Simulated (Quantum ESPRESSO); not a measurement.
# KTaO3 (Pm-3m): zone-centre phonons, part 2 of 3

Which modes does KTaO3 (Pm-3m) have at the zone centre?

Quantum ESPRESSO 7.5; DFT LDA, scalar-relativistic, plane waves, PseudoDojo norm-conserving pseudopotentials.

So far. Step 2 (A probe with smearing): A gap of 2.1 eV opens on this mesh, so the crystal is taken as an insulator; the start stands at -7.6 GPa. Step 4 (Ground state): The cell stands at -0.004 GPa, close enough for phonons. The relaxed cell has a = 3.939 Å (conventional setting).

## 5. Linear response at Γ

At q = 0 one unit cell holds all displacements; symmetry groups them into irreducible representations that are solved one by one. The response to a field gives ε∞ and the Born charges, which polar modes need.

File ph.in:

```
phonons
&inputph
   prefix = 'x'
   outdir = './tmp'
   fildyn = 'g.dyn'
   tr2_ph = 1.0d-18
   epsil = .true.
/
0.000000000000 0.000000000000 0.000000000000
```

Started as:

```console
$ OMP_NUM_THREADS=1 mpirun -n 4 ph.x -nk 4 -in ph.in > ph.out
```

The program printed:

```text
[banners, grids, parts of the stress and lines that vanish by symmetry left out]
[banner, memory and clock lines left out]
Program PHONON v.7.5

     ./tmp/x.save/

     IMPORTANT: XC functional enforced from input :
     Exchange-correlation= PW
                           (   1   4   0   0   0   0   0)
     Any further DFT definition will be discarded
     Please, verify this is what you really want

     G-vector sticks info

     Reading collected, re-writing distributed wavefunctions in ./tmp/

     Number and degeneracy of irreps per q-point
       N         xq(1)         xq(2)         xq(3)   N irreps
       1   0.000000000   0.000000000   0.000000000       5
        3   3   3   3   3

     Calculation of q =    0.0000000   0.0000000   0.0000000

     phonons

     bravais-lattice index     =            1
     lattice parameter (alat)  =       7.4429  a.u.
     unit-cell volume          =     412.3043 (a.u.)^3
     number of atoms/cell      =            5
     number of atomic types    =            3
     kinetic-energy cut-off    =      92.0000  Ry
     charge density cut-off    =     368.0000  Ry
     convergence threshold     =      1.0E-18
     beta                      =       0.7000
     number of iterations used =            4
     Exchange-correlation= PW
                           (   1   4   0   0   0   0   0)

     celldm(1)=    7.44285  celldm(2)=    0.00000  celldm(3)=    0.00000
     celldm(4)=    0.00000  celldm(5)=    0.00000  celldm(6)=    0.00000

     crystal axes: (cart. coord. in units of alat)
               a(1) = (  1.0000  0.0000  0.0000 )
               a(2) = (  0.0000  1.0000  0.0000 )
               a(3) = (  0.0000  0.0000  1.0000 )

     reciprocal axes: (cart. coord. in units 2 pi/alat)
               b(1) = (  1.0000  0.0000  0.0000 )
               b(2) = (  0.0000  1.0000  0.0000 )
               b(3) = (  0.0000  0.0000  1.0000 )

     Atoms inside the unit cell:

     Cartesian axes

     site n.  atom      mass           positions (alat units)
        1  K      39.0983   tau(    1) = (    0.50000    0.50000    0.50000  )
        2  Ta    180.9479   tau(    2) = (    0.00000    0.00000    0.00000  )
        3  O      15.9990   tau(    3) = (    0.50000    0.00000    0.00000  )
        4  O      15.9990   tau(    4) = (    0.00000    0.50000    0.00000  )
        5  O      15.9990   tau(    5) = (    0.00000    0.00000    0.50000  )

     Computing dynamical matrix for
                    q = (   0.0000000   0.0000000   0.0000000 )

     49 Sym.Ops. (with q -> -q+G )

     G cutoff =  516.3767  (  49173 G-vectors)     FFT grid: ( 45, 45, 45)
     number of k points=    35
                       cart. coord. in units 2pi/alat
        k(    1) = (   0.0000000   0.0000000   0.0000000), wk =   0.0039062
        k(    2) = (   0.0000000   0.0000000   0.1250000), wk =   0.0234375
        k(    3) = (   0.0000000   0.0000000   0.2500000), wk =   0.0234375
        [... further k-points left out ...]

     PseudoPot. # 1 for K  read from file:
     ./pseudo/K.upf
     Pseudo is Norm-conserving + core correction, Zval =  9.0

     PseudoPot. # 2 for Ta read from file:
     ./pseudo/Ta.upf
     Pseudo is Norm-conserving + core correction, Zval = 13.0

     PseudoPot. # 3 for O  read from file:
     ./pseudo/O.upf
     Pseudo is Norm-conserving + core correction, Zval =  6.0

     Mode symmetry, O_h (m-3m)  point group:

     Electric field:
     Dielectric constant
     Born effective charges as d Force / d E

     Atomic displacements:
     There are    5 irreducible representations

     Representation     1      3 modes -  To be done

     Representation     2      3 modes -  To be done

     Representation     3      3 modes -  To be done

     Representation     4      3 modes -  To be done

     Representation     5      3 modes -  To be done

     Alpha used in Ewald sum =   2.8000

     Electric Fields Calculation

      iter #   1   av.it.:   8.0
      thresh= 1.000E-02 alpha_mix =  0.700 |ddv_scf|^2 =  2.311E-08

      [... iterations left out ...]
      iter #   9   av.it.:  15.3
      thresh= 2.911E-10 alpha_mix =  0.700 |ddv_scf|^2 =  2.001E-19

     End of electric fields calculation

          Dielectric constant in cartesian axis

          (       5.380771849       0.000000000       0.000000000 )
          (       0.000000000       5.380771849       0.000000000 )
          (       0.000000000       0.000000000       5.380771849 )

          Effective charges (d Force / dE) in cartesian axis without acoustic sum rule applied (asr)

           atom    1  K     Mean Z*:        1.15416
      Ex  (        1.15416        0.00000        0.00000 )
      Ey  (        0.00000        1.15416        0.00000 )
      Ez  (        0.00000        0.00000        1.15416 )
           atom    2  Ta    Mean Z*:        8.67332
      Ex  (        8.67332        0.00000        0.00000 )
      Ey  (        0.00000        8.67332        0.00000 )
      Ez  (        0.00000        0.00000        8.67332 )
           atom    3  O     Mean Z*:       -3.27658
      Ex  (       -6.44845        0.00000        0.00000 )
      Ey  (        0.00000       -1.69065        0.00000 )
      Ez  (        0.00000        0.00000       -1.69065 )
           atom    4  O     Mean Z*:       -3.27658
      Ex  (       -1.69065        0.00000        0.00000 )
      Ey  (        0.00000       -6.44845        0.00000 )
      Ez  (        0.00000        0.00000       -1.69065 )
           atom    5  O     Mean Z*:       -3.27658
      Ex  (       -1.69065        0.00000        0.00000 )
      Ey  (        0.00000       -1.69065        0.00000 )
      Ez  (        0.00000        0.00000       -6.44845 )

          Effective charges Sum: Mean:       -0.00225
             -0.00225        0.00000        0.00000
              0.00000       -0.00225        0.00000
              0.00000        0.00000       -0.00225

          Effective charges (d Force / dE) in cartesian axis with asr applied:
           atom    1  K     Mean Z*:        1.15461
      E*x (        1.15461        0.00000        0.00000 )
      E*y (        0.00000        1.15461        0.00000 )
      E*z (        0.00000        0.00000        1.15461 )
           atom    2  Ta    Mean Z*:        8.67377
      E*x (        8.67377        0.00000        0.00000 )
      E*y (        0.00000        8.67377        0.00000 )
      E*z (        0.00000        0.00000        8.67377 )
           atom    3  O     Mean Z*:       -3.27613
      E*x (       -6.44800        0.00000        0.00000 )
      E*y (        0.00000       -1.69020        0.00000 )
      E*z (        0.00000        0.00000       -1.69020 )
           atom    4  O     Mean Z*:       -3.27613
      E*x (       -1.69020        0.00000        0.00000 )
      E*y (        0.00000       -6.44800        0.00000 )
      E*z (        0.00000        0.00000       -1.69020 )
           atom    5  O     Mean Z*:       -3.27613
      E*x (       -1.69020        0.00000        0.00000 )
      E*y (        0.00000       -1.69020        0.00000 )
      E*z (        0.00000        0.00000       -6.44800 )

     Representation #   1 modes #   1   2   3

     Self-consistent Calculation

      iter #   1   av.it.:   8.2
      thresh= 1.000E-02 alpha_mix =  0.700 |ddv_scf|^2 =  5.800E-07

      [... iterations left out ...]
      iter #   9   av.it.:  15.8
      thresh= 1.418E-10 alpha_mix =  0.700 |ddv_scf|^2 =  9.394E-20

     End of self-consistent calculation

     Convergence has been achieved

     Representation #   2 modes #   4   5   6

     Self-consistent Calculation

      iter #   1   av.it.:   8.8
      thresh= 1.000E-02 alpha_mix =  0.700 |ddv_scf|^2 =  1.369E-06

      [... iterations left out ...]
      iter #   9   av.it.:  15.4
      thresh= 2.475E-10 alpha_mix =  0.700 |ddv_scf|^2 =  1.969E-19

     End of self-consistent calculation

     Convergence has been achieved

     Representation #   3 modes #   7   8   9

     Self-consistent Calculation

      iter #   1   av.it.:   7.2
      thresh= 1.000E-02 alpha_mix =  0.700 |ddv_scf|^2 =  6.395E-07

      [... iterations left out ...]
      iter #   8   av.it.:  15.4
      thresh= 6.454E-10 alpha_mix =  0.700 |ddv_scf|^2 =  2.406E-19

     End of self-consistent calculation

     Convergence has been achieved

     Representation #   4 modes #  10  11  12

     Self-consistent Calculation

      iter #   1   av.it.:   8.1
      thresh= 1.000E-02 alpha_mix =  0.700 |ddv_scf|^2 =  7.374E-07

      [... iterations left out ...]
      iter #   9   av.it.:  15.6
      thresh= 1.809E-10 alpha_mix =  0.700 |ddv_scf|^2 =  1.558E-19

     End of self-consistent calculation

     Convergence has been achieved

     Representation #   5 modes #  13  14  15

     Self-consistent Calculation

      iter #   1   av.it.:   8.0
      thresh= 1.000E-02 alpha_mix =  0.700 |ddv_scf|^2 =  2.330E-07

      [... iterations left out ...]
      iter #   7   av.it.:  16.4
      thresh= 2.427E-10 alpha_mix =  0.700 |ddv_scf|^2 =  3.891E-20

     End of self-consistent calculation

     Convergence has been achieved

     Number of q in the star =    1
     List of q in the star:
          1   0.000000000   0.000000000   0.000000000

          Dielectric constant in cartesian axis

          (       5.380771849       0.000000000       0.000000000 )
          (       0.000000000       5.380771849       0.000000000 )
          (       0.000000000       0.000000000       5.380771849 )

          Effective charges (d Force / dE) in cartesian axis without acoustic sum rule applied (asr)

           atom    1  K     Mean Z*:        1.15416
      Ex  (        1.15416        0.00000        0.00000 )
      Ey  (        0.00000        1.15416        0.00000 )
      Ez  (        0.00000        0.00000        1.15416 )
           atom    2  Ta    Mean Z*:        8.67332
      Ex  (        8.67332        0.00000        0.00000 )
      Ey  (        0.00000        8.67332        0.00000 )
      Ez  (        0.00000        0.00000        8.67332 )
           atom    3  O     Mean Z*:       -3.27658
      Ex  (       -6.44845        0.00000        0.00000 )
      Ey  (        0.00000       -1.69065        0.00000 )
      Ez  (        0.00000        0.00000       -1.69065 )
           atom    4  O     Mean Z*:       -3.27658
      Ex  (       -1.69065        0.00000        0.00000 )
      Ey  (        0.00000       -6.44845        0.00000 )
      Ez  (        0.00000        0.00000       -1.69065 )
           atom    5  O     Mean Z*:       -3.27658
      Ex  (       -1.69065        0.00000        0.00000 )
      Ey  (        0.00000       -1.69065        0.00000 )
      Ez  (        0.00000        0.00000       -6.44845 )

          Effective charges Sum: Mean:       -0.00225
             -0.00225        0.00000        0.00000
              0.00000       -0.00225        0.00000
              0.00000        0.00000       -0.00225

          Effective charges (d Force / dE) in cartesian axis with asr applied:
           atom    1  K     Mean Z*:        1.15461
      E*x (        1.15461        0.00000        0.00000 )
      E*y (        0.00000        1.15461        0.00000 )
      E*z (        0.00000        0.00000        1.15461 )
           atom    2  Ta    Mean Z*:        8.67377
      E*x (        8.67377        0.00000        0.00000 )
      E*y (        0.00000        8.67377        0.00000 )
      E*z (        0.00000        0.00000        8.67377 )
           atom    3  O     Mean Z*:       -3.27613
      E*x (       -6.44800        0.00000        0.00000 )
      E*y (        0.00000       -1.69020        0.00000 )
      E*z (        0.00000        0.00000       -1.69020 )
           atom    4  O     Mean Z*:       -3.27613
      E*x (       -1.69020        0.00000        0.00000 )
      E*y (        0.00000       -6.44800        0.00000 )
      E*z (        0.00000        0.00000       -1.69020 )
           atom    5  O     Mean Z*:       -3.27613
      E*x (       -1.69020        0.00000        0.00000 )
      E*y (        0.00000       -1.69020        0.00000 )
      E*z (        0.00000        0.00000       -6.44800 )

     Diagonalizing the dynamical matrix

     q = (    0.000000000   0.000000000   0.000000000 )

 **************************************************************************
     freq (    1) =      -0.038086 [THz] =      -1.270407 [cm-1]
     freq (    2) =      -0.038086 [THz] =      -1.270407 [cm-1]
     freq (    3) =      -0.038086 [THz] =      -1.270407 [cm-1]
     freq (    4) =       2.976136 [THz] =      99.273213 [cm-1]
     freq (    5) =       2.976136 [THz] =      99.273213 [cm-1]
     freq (    6) =       2.976136 [THz] =      99.273213 [cm-1]
     freq (    7) =       5.534000 [THz] =     184.594360 [cm-1]
     freq (    8) =       5.534000 [THz] =     184.594360 [cm-1]
     freq (    9) =       5.534000 [THz] =     184.594360 [cm-1]
     freq (   10) =       7.526311 [THz] =     251.050714 [cm-1]
     freq (   11) =       7.526311 [THz] =     251.050714 [cm-1]
     freq (   12) =       7.526311 [THz] =     251.050714 [cm-1]
     freq (   13) =      16.658764 [THz] =     555.676563 [cm-1]
     freq (   14) =      16.658764 [THz] =     555.676563 [cm-1]
     freq (   15) =      16.658764 [THz] =     555.676563 [cm-1]
 **************************************************************************

     Mode symmetry, O_h (m-3m)  point group:

     freq (   1-   3) =         -1.3  [cm-1]   --> T_1u G_15  G_4- I
     freq (   4-   6) =         99.3  [cm-1]   --> T_1u G_15  G_4- I
     freq (   7-   9) =        184.6  [cm-1]   --> T_1u G_15  G_4- I
     freq (  10-  12) =        251.1  [cm-1]   --> T_2u G_25  G_5-
     freq (  13-  15) =        555.7  [cm-1]   --> T_1u G_15  G_4- I
```

Run time: 21 min. Hardware: 4 MPI ranks of Arm Neoverse V1, shared host.

Numbers from this step:

* miss of the charge sum rule: 0.002270 e
* largest acoustic frequency at the zone centre before the sum rule: -1.27 cm⁻¹
* highest optical zone-centre mode (no LO-TO term): 555.7 cm⁻¹
* lowest optical zone-centre mode: 99.27 cm⁻¹
* mean high-frequency dielectric constant: 5.381
* largest Born charge in size (third of the trace): 8.673 e

Born charge (rows field, columns displacement), before the sum rule (e), principal values of the symmetric part by kind of site:

```tsv
atom	atoms with these values	low	middle	high	mean
K1	1	1.15	1.15	1.15	1.15
Ta2	1	8.67	8.67	8.67	8.67
O3	3	-6.45	-1.69	-1.69	-3.28
```

In full for Ta2:

```
8.67 0.00 0.00
0.00 8.67 0.00
0.00 0.00 8.67
```

High-frequency dielectric tensor:

```
5.38 0.00 0.00
0.00 5.38 0.00
0.00 0.00 5.38
```

The acoustic modes at Γ come out as far as 1.3 cm⁻¹ from zero, where they should vanish, a small numerical error; the Born charges miss their sum rule by 0.0023 e, which is good.

## 6. Zone-centre analysis

A rigid shift of the crystal must cost nothing, but grids and finite bases break this; the acoustic sum rule is imposed before the matrix is diagonalised again. With Born charges the intensities follow, and the static dielectric tensor.

File dynmat.in:

```
&input
   fildyn = 'g.dyn'
   asr = 'simple'
   fileig = 'dynmat.eig'
   lperm = .true.
/
```

Started as:

```console
$ dynmat.x -in dynmat.in > dynmat.out
```

The program printed:

```text
[banner, memory and clock lines left out]
Program DYNMAT v.7.5

     Reading Dynamical Matrix from file g.dyn
     ...Force constants read
     ...epsilon and Z* read
     A direction for q was not specified:TO-LO splitting will be absent

     Polarizability (A^3 units)
     multiply by 0.406462 for Clausius-Mossotti correction
        21.299139    0.000000    0.000000
         0.000000   21.299139    0.000000
         0.000000    0.000000   21.299139

     IR activities are in (D/A)^2/amu units

# mode   [cm-1]    [THz]      IR
    1     -0.00   -0.0000    0.0000
    2     -0.00   -0.0000    0.0000
    3      0.00    0.0000    0.0000
    4     99.32    2.9776   44.7647
    5     99.32    2.9776   44.7647
    6     99.32    2.9776   44.7647
    7    184.61    5.5344    5.8642
    8    184.61    5.5344    5.8642
    9    184.61    5.5344    5.8642
   10    251.12    7.5285    0.0000
   11    251.12    7.5285    0.0000
   12    251.12    7.5285    0.0000
   13    555.65   16.6580   27.9443
   14    555.65   16.6580   27.9443
   15    555.65   16.6580   27.9443

Electronic dielectric permittivity tensor (relative, adimensional)
         5.380772    0.000000    0.000000
         0.000000    5.380772    0.000000
         0.000000    0.000000    5.380772

 ... with zone-center polar mode contributions
       172.954978    0.000000   -0.000000
         0.000000  172.954978    0.000000
        -0.000000    0.000000  172.954978

[end of the log left out, with the tail of the file of modes that dynmat.x writes under the same name]
```

Wall time 0.46 s (1 thread).

This step gave:

| Quantity | Value |
| --- | --- |
| highest optical zone-centre mode (no LO-TO term) | 555.6 cm⁻¹ |
| lowest optical zone-centre mode | 99.32 cm⁻¹ |
| mean static dielectric constant | 173.0 |

Unit eigenvectors of the mass-weighted matrix after the sum rule; no LO-TO term. The modes at Γ (shares of kinetic energy by element, %):

```tsv
mode	frequency (cm⁻¹)	symmetry	K %	Ta %	O %
1	0.0	acoustic	15	68	18
2	0.0	acoustic	15	68	18
3	0.0	acoustic	15	68	18
4	99.3	T1u	4	27	69
5	99.3	T1u	4	27	69
6	99.3	T1u	4	27	69
7	184.6	T1u	81	5	13
8	184.6	T1u	81	5	13
9	184.6	T1u	81	5	13
10	251.1	T2u	0	0	100
11	251.1	T2u	0	0	100
12	251.1	T2u	0	0	100
13	555.6	T1u	0	0	100
14	555.6	T1u	0	0	100
15	555.6	T1u	0	0	100
```

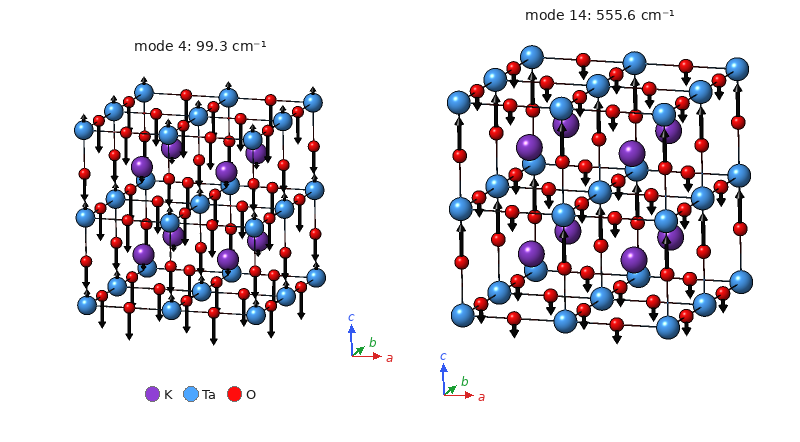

Displacement patterns of modes 4 and 14 at Γ; arrows are exaggerated. 2×2×2 cells are drawn. Some periodic images of atoms are drawn too.

Degenerate modes summed, no LO-TO term. Lines of the infrared spectrum (strongest = 100):

```tsv
position (cm⁻¹)	lines merged	label	IR intensity, relative
99	3	T1u	100
185	3	T1u	13
251	3	T2u	0.0
556	3	T1u	62
```

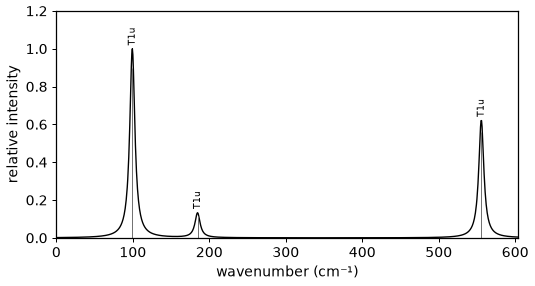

The infrared spectrum, broadened with Lorentzians of width 8 cm⁻¹; bars mark the lines.

Static dielectric tensor (ions relaxed, fixed cell):

```
173.0   0.0   0.0
  0.0 173.0   0.0
  0.0   0.0 173.0
```

The rule moves no optical mode by more than 0.1 cm⁻¹.

(Part 2 of 3 ends here.)

[Host names and launcher messages were left out of these logs when they were recorded.]

[Logs are printed without paths, hosts, clocks, repeated set-up lines and the standing remarks that a program may print on its own settings, such as how far it seeks lower states.]

[Hosts, paths, dates, database ids (printed as entryN), source tags and the programs' standing remarks are cut or masked in the printed files.]
